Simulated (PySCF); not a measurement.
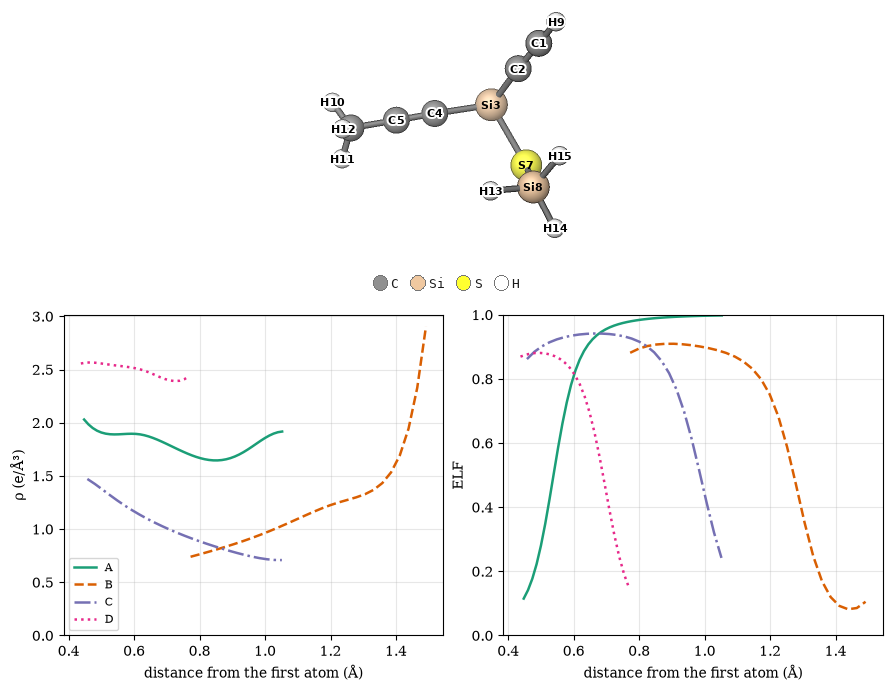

Figure. C5H7SSi2 (SMILES C#C[Si](C#CC)S[SiH3]) (doublet). Electron density and ELF along straight lines between neighbouring atoms. The curves leave out the atomic cores. The structure is drawn too.

Geometry: GFN2-xTB.

Level of theory: UKS B3LYP, pcH-1 on C H S Si, non-relativistic, mean-field spin-orbit, GIAO in PySCF 2.14.0, density-fitted response routines.

Input file:

```
{"job": {"kind": "epr", "basis": "pcH-1"}, "charge": 0, "multiplicity": 2}
C      0.982058     3.366118     0.371005
C      0.667743     2.386502    -0.258514
Si     0.252836     1.029345    -1.420854
C     -1.123480    -0.008139    -0.811336
C     -2.069292    -0.727951    -0.587854
C     -3.188352    -1.578985    -0.261327
S      2.006632    -0.159555    -1.936458
Si     2.792658    -0.691197    -0.028895
H      1.247146     4.198380     0.957437
H     -4.115954    -1.120234    -0.604335
H     -3.071217    -2.546509    -0.749397
H     -3.246912    -1.731597     0.816660
H      1.755028    -1.402136     0.707168
H      3.919664    -1.537463    -0.378816
H      3.187029     0.531409     0.657947
```

Command:

```sh
OMP_NUM_THREADS=1 python probes_run.py task.json out
```

Which curve belongs to which contact (C–C, C–H, C–Si and Si–S)? The first atom named is at distance zero.

Answer. Curve A: C–H (1.05 Å): the density is about 1.9 e/Å³ at the midpoint; the ELF climbs to about 1 towards the hydrogen, as it does in any bond to H. Curve B: Si–S (2.13 Å): the density is about 1 e/Å³ at the midpoint; the ELF peaks at about 0.90 between the atoms; localised, covalent bonding. Curve C: C–Si (1.83 Å): the density is about 0.78 e/Å³ at the midpoint; the ELF peaks at about 0.95 between the atoms (a covalent bond). Curve D: C–C (1.21 Å): ρ at the midpoint is about 2.5 e/Å³; the ELF peaks at about 0.90 between the atoms (a multiple bond).
